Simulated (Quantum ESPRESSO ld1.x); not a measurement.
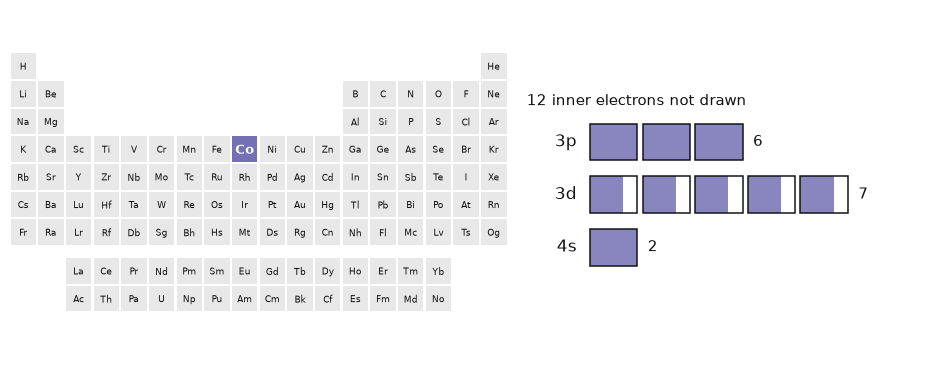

Left, the place of cobalt in the periodic table; right, the outer shells as the input fills them: a box for each of the 2l + 1 orbitals, shaded by the share of the shell that is filled, with the electron count at the right.

Atomic calculation, with input and output: Co

System: Co, configuration typed as [Ar] 3d7 4s2.
Method: radial all-electron Kohn-Sham run of Quantum ESPRESSO ld1.x with rel=1, dft='PW' as typed.

Input:
```
 &input
    zed=27.0,
    iswitch=1,
    rel=1,
    dft='PW',
    config='[Ar] 3d7 4s2',
    xmin=-12.0,
    prefix='ld1',
    max_out_wfc=37,
    file_charge='ld1.rho',
 /
```

Run as:
```bash
OMP_NUM_THREADS=1 ld1.x < ld1.in > ld1.out
```

Output:
```
     Program LD1 v.7.5 starts

     --------------------------- All-electron run ----------------------------

     scalar relativistic calculation

     atomic number is 27.00
     dft =PW   lsd =0 sic =0 latt =0  beta=0.20 tr2=1.0E-14
     Exchange-correlation= PW
                           (   1   4   0   0   0   0   0)
     mesh =2489 r(mesh) = 100.29974 a.u. xmin =-12.00 dx = 0.00800
     1 Ry =  13.60569312 eV, c = 137.03599908

     n l     nl                  e(Ry)          e(Ha)          e(eV)
     1 0     1S 1( 2.00)      -556.8793      -278.4396     -7576.7283
     2 0     2S 1( 2.00)       -65.9344       -32.9672      -897.0831
     2 1     2P 1( 6.00)       -56.5530       -28.2765      -769.4428
     3 0     3S 1( 2.00)        -7.4875        -3.7438      -101.8728
     3 1     3P 1( 6.00)        -4.8153        -2.4077       -65.5155
     3 2     3D 1( 7.00)        -0.6219        -0.3109        -8.4612
     4 0     4S 1( 2.00)        -0.4170        -0.2085        -5.6737

     final scf error:  7.2E-15 reached in  29 iterations

     Etot =   -2781.555292 Ry,   -1390.777646 Ha,  -37844.987713 eV

     Ekin =    2816.199403 Ry,    1408.099701 Ha,   38316.344845 eV
     Encl =   -6668.367586 Ry,   -3334.183793 Ha,  -90727.763001 eV
     Eh   =    1184.410224 Ry,     592.205112 Ha,   16114.722042 eV
     Exc  =    -113.797334 Ry,     -56.898667 Ha,   -1548.291599 eV

     normalization and overlap integrals

     s(1S/1S) =  1.000000  <r> =   0.0563  <r2> =    0.0043  r(max) =   0.0367
     s(1S/2S) = -0.003431
     s(1S/3S) = -0.001272
     s(1S/4S) = -0.000320
     s(2S/2S) =  1.000000  <r> =   0.2560  <r2> =    0.0774  r(max) =   0.2136
     s(2S/3S) = -0.000728
     s(2S/4S) = -0.000179
     s(2P/2P) =  1.000000  <r> =   0.2252  <r2> =    0.0623  r(max) =   0.1721
     s(2P/3P) = -0.000579
     s(3S/3S) =  1.000000  <r> =   0.7752  <r2> =    0.6947  r(max) =   0.6704
     s(3S/4S) = -0.000104
     s(3P/3P) =  1.000000  <r> =   0.8170  <r2> =    0.7892  r(max) =   0.6758
     s(3D/3D) =  1.000000  <r> =   1.0710  <r2> =    1.5558  r(max) =   0.6651
     s(4S/4S) =  1.000000  <r> =   2.8691  <r2> =    9.6068  r(max) =   2.2983

     ------------------------ End of All-electron run ------------------------
```

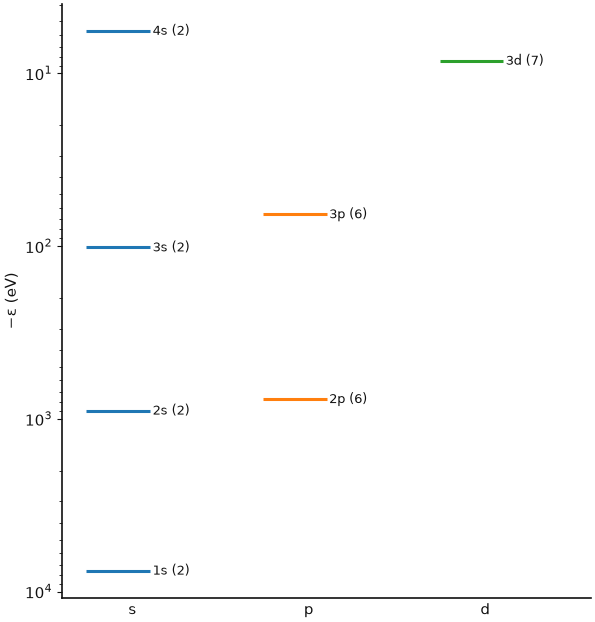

All occupied levels, on a logarithmic scale of binding energy, are drawn (occupations in brackets). They are the filled levels of this odd run. The highest occupied level is 4s at −5.67 eV. The highest 6 occupied levels, from the top down, are 4s (−5.67 eV), 3d (−8.46 eV), 3p (−65.5 eV), 3s (−101.9 eV), 2p (−769.4 eV), 2s (−897.1 eV). The open 3d shell lies under a filled one.

Outcome:

```
                   quantity                      value
                    outcome                  converged
               total energy         −1390.7776 hartree
             kinetic energy          1408.0997 hartree
    electron–nucleus energy         −3334.1838 hartree
             Hartree energy         592.205112 hartree
exchange–correlation energy         −56.898667 hartree
             SCF iterations                         29
                   hardware  1 CPU thread, shared host
                  wall time                     0.66 s
```

What is odd here:

This input holds a deliberate oddity: xmin very low. The program ran to the end, and its total energy equals that of the same run with the usual input (−1390.77764 hartree) within 10⁻⁵ hartree, so the oddity leaves no trace in it.
